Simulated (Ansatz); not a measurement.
## A computed series for InAs: response to strain

Base system: InAs in the zinc blende structure (space group F-43m, No. 216; a = 6.087 Å).

Strains are applied to the cell and any free atomic positions relax.

Computed with plane-wave PAW DFT at the PBEsol level (Ansatz, a first-principles code, 420 eV), without spin-orbit coupling.

Notes on the quantities. energy relative to the base: free energy F.

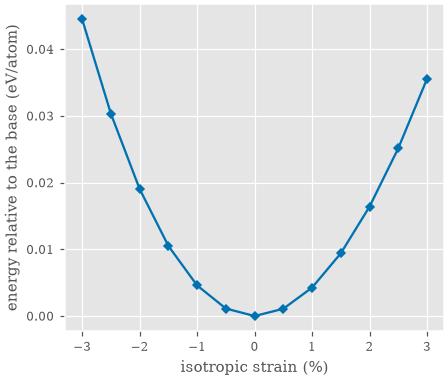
Figure. Energy relative to the base against isotropic strain

Question: From the plot, what is the energy relative to the base for isotropic strain −3.00 %?

Answer: About 0.044 eV/atom.

Question: Is the trend monotonic over the range shown?

Answer: No, it turns within the range, spanning 0 meV/atom to +44 meV/atom.

The mesh was chosen for an insulator and is coarse for the gapless case. Whether these cells are dynamically stable was not tested. All final runs are without spin polarisation.
